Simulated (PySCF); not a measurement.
```xyz
15

C    -1.9231    0.4975    0.2854
C    -0.8116   -0.3565    0.8794
C    -0.1010   -1.1907   -0.1746
S     0.7126   -0.1944   -1.4774
Si    2.3036    0.7449   -0.3993
H    -1.5216    1.1566   -0.4808
H    -2.3927    1.1039    1.0561
H    -2.6825   -0.1326   -0.1723
H    -0.0846    0.2838    1.3858
H    -1.2295   -1.0405    1.6236
H     0.6622   -1.8257    0.2760
H    -0.8124   -1.8175   -0.7117
H     1.7889    1.8553    0.3982
H     3.2021    1.1958   -1.4454
H     2.8853   -0.2719    0.4712
```

Geometry: GFN2-xTB.

Computed with PBE0/pcSseg-1, SCF density, gas phase, non-relativistic in PySCF.

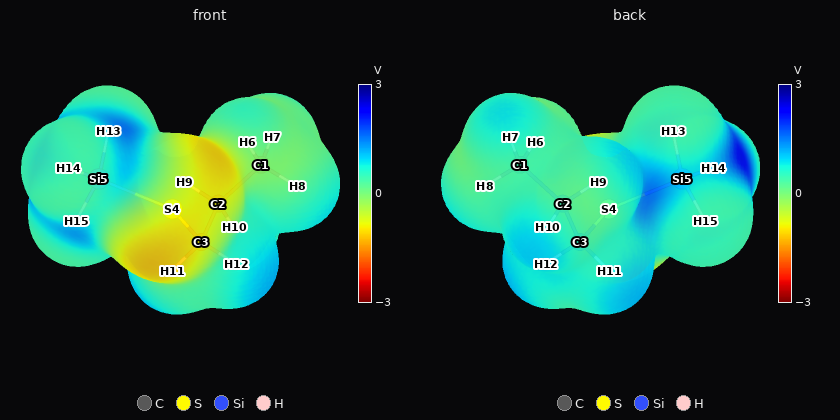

C₃H₁₀SSi. The electrostatic potential painted on the density surface at 0.004 e/bohr³, seen from the front and from behind; the colour scale runs from red (negative) to blue (positive).

> Which sites attract a positive test charge, and which a negative one?

A positive charge is drawn to the negative regions and a negative charge to the positive ones. The most negative region (about −1.2 V) lies over S4, the most positive (about +2.2 V) over Si5.

> How polar is the molecule by this calculation?

Its dipole moment is 1.75 D.
